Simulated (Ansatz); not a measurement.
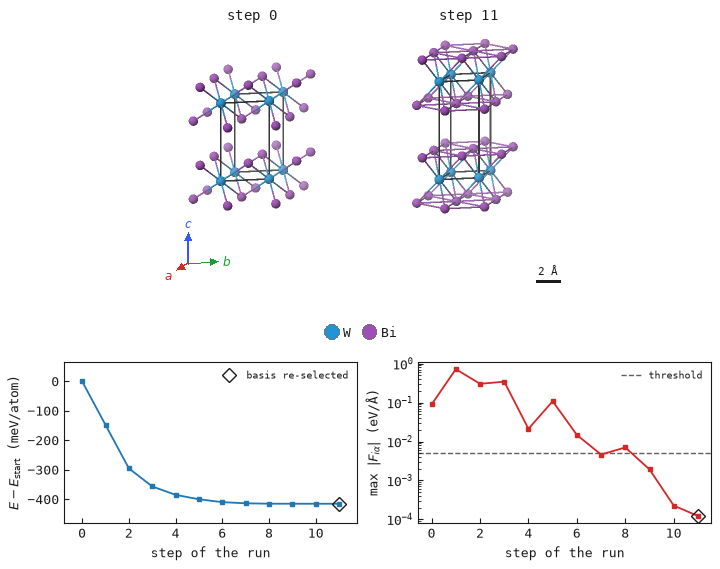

First and last geometry of a relaxation of a crystal of Bi2W (a generated structure, set up in P-3m1), with the history of the run. The picture is a ball-and-stick view of the cell of the calculation, seen slightly off an axis.

Theory: DFT, PBE, PAW with Ansatz's default frozen-core files, scalar-relativistic; changed: scf.eigensolver.kind = "davidson", basis.ecutwfc = "51.4 Ry" (Ansatz).

Input
```yaml
crystal:
  lattice:
    - [4.1649823397, 0.0, 0.0]
    - [-2.0824911699, 3.6069805125, 0.0]
    - [0.0, 0.0, 6.6639717436]
  atoms:
    - { symbol: W, position: [0.0, 0.0, 0.0] }
    - { symbol: Bi, position: [0.3333333333, 0.6666666667, 0.25] }
    - { symbol: Bi, position: [0.6666666667, 0.3333333333, 0.75] }
kpoints:
  mp_grid: { grid: [9, 9, 5] }
scf:
  occupations: { method: fermi_dirac, width: 0.03 }
  eigensolver: { kind: davidson }
hamiltonian:
  xc: pbe
  pseudopotentials: { kind: paw }
output:
  forces: true
  stress: true
  write_density: true
  write_potential: true
  elf: true
  volumetric_format: npy
relax:
  f_tol: 0.005
  max_steps: 80
  cell: {}
basis:
  ecutwfc: "51.4 Ry"
```

Run as
```bash
ansatz run input.yaml --threads 1 --pin off --max-ram 3072MiB --backend cpu --events-out ev --progress --plain --runs-dir out
```

Q: Did the run converge, and what did it change?

A: It converged. Over 10 accepted moves (11 points after the start) the energy falls by 415 meV per atom. The largest force component goes from 0.09 to 0.00012 eV/Å. Pressure: −6.30 GPa at the start and 0.01 GPa at the end. The SCF was repeated once at an unchanged geometry on a basis and grid sized afresh for the cell, which shifted the energy by less than 0.05 meV per atom at most. The largest moves relative to the cell, 0.031 Å, are those of Bi2 and Bi3. Bi3 goes along −c. W stays in place. Cell: a = b 4.165 → 3.420 Å (−17.9 %), c 6.664 → 8.349 Å (+25.3 %). Volume −15.5 %. Some distances before and after: Bi2–Bi2 4.165 → 3.420 Å, W1–Bi2 2.925 → 2.896 Å. Among the angles between lasting bonds that change: W1–Bi2–W1 90.8° → 72.4°, Bi2–W1–Bi3 89.2° → 107.6°, Bi2–W1–Bi2 90.8° → 72.4°. The space group stays P-3m1 (No. 164). Cost: 3.6 min on 1 thread of Intel(R) Xeon(R) Platinum 8488C (Sapphire Rapids), with other jobs on the host, peak memory 0.62 GiB.
